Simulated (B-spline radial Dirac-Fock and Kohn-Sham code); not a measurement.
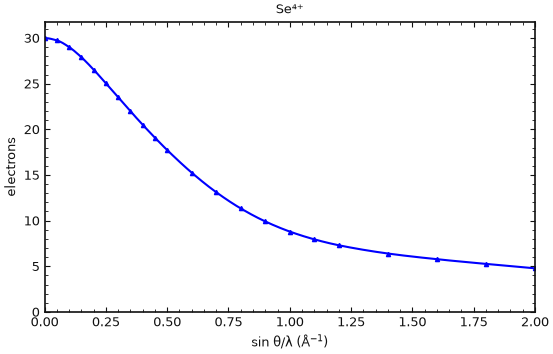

The X-ray form factor f against sin θ/λ. Species: selenium in charge state +4 (Se⁴⁺) in the configuration [Ar] 3d10 4s2, inside a Watson sphere of charge −4 and radius 2.4 Å that stands in for a crystal. Level of theory: the spherical Dirac–Fock density (average of configuration); calculated with a B-spline radial code.

f starts at 30, the number of electrons, falls to half near sin θ/λ = 0.61 Å⁻¹, and is 17.7 at sin θ/λ = 0.50 Å⁻¹ and 8.80 at sin θ/λ = 1.00 Å⁻¹. The initial fall is set by Σ⟨r²⟩ = 14.1 bohr².
